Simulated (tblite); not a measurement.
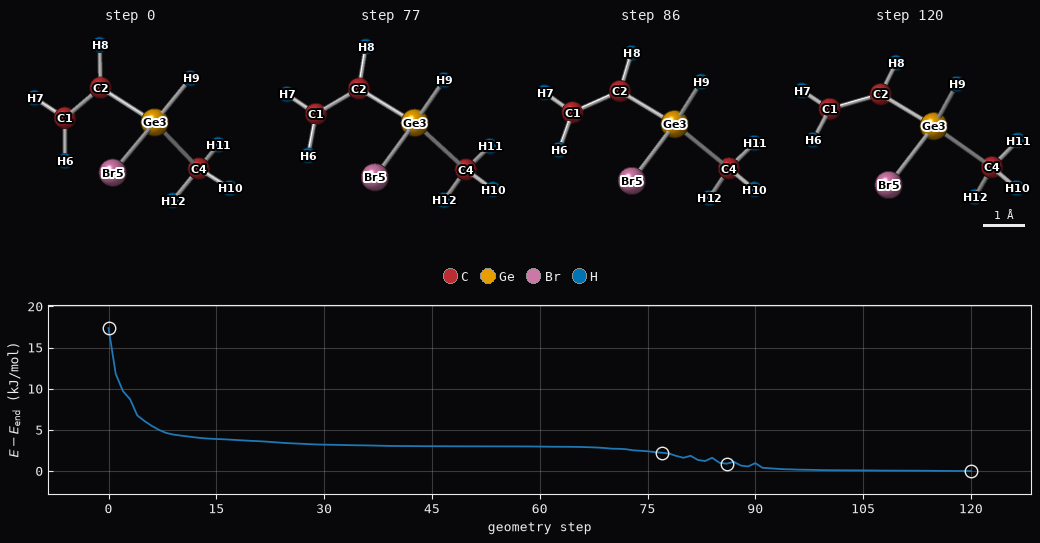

Frames of a relaxation of C$_{3}$H$_{7}$BrGe, marked on the history of the run. The picture is a ball-and-stick view, seen from a free direction.

Theory: GFN2-xTB geometry optimisation, gas phase in tblite 0.8.0. 

Describe the path.

Answer. The atom that moves furthest after the best rigid fit is H6 (1.28 Å). By element the largest moves are H 1.28 Å, Br 0.57 Å, C 0.53 Å, Ge 0.19 Å. Among the contacts that change: Ge3–C4 1.929 → 1.981 Å, Ge3–Br5 2.332 → 2.292 Å, C4–H12 1.124 → 1.088 Å, C2–Ge3 1.935 → 1.965 Å. Among the angles between lasting bonds that change: Br5–Ge3–H9 109.7° → 104.3°, C1–C2–Ge3 119.6° → 124.7°, C2–Ge3–C4 109.8° → 114.6°. Groups turn about C2–Ge3 by about 55°. Over 120 geometry steps the energy falls by 17.4 kJ/mol. From step 0 to 77: H6 moves most (0.52 Å), energy −15.2 kJ/mol. From step 77 to 86: H6 moves most (0.38 Å), energy −1.33 kJ/mol. From step 86 to 120: H6 moves most (0.41 Å), energy −0.90 kJ/mol.

| step | E − E(0), kJ/mol |
| --- | --- |
| 0 | 0.00 |
| 1 | -5.57 |
| 2 | -7.66 |
| 3 | -8.65 |
| 4 | -10.62 |
| 5 | -11.30 |
| 6 | -11.88 |
| 7 | -12.37 |
| 8 | -12.74 |
| 9 | -12.94 |
| 10 | -13.06 |
| 16 | -13.52 |
| 22 | -13.81 |
| 27 | -14.07 |
| 33 | -14.22 |
| 39 | -14.32 |
| 45 | -14.36 |
| 51 | -14.38 |
| 56 | -14.38 |
| 62 | -14.42 |
| 68 | -14.52 |
| 74 | -14.91 |
| 79 | -15.54 |
| 85 | -16.37 |
| 91 | -16.98 |
| 97 | -17.22 |
| 103 | -17.29 |
| 108 | -17.32 |
| 114 | -17.34 |
| 120 | -17.38 |
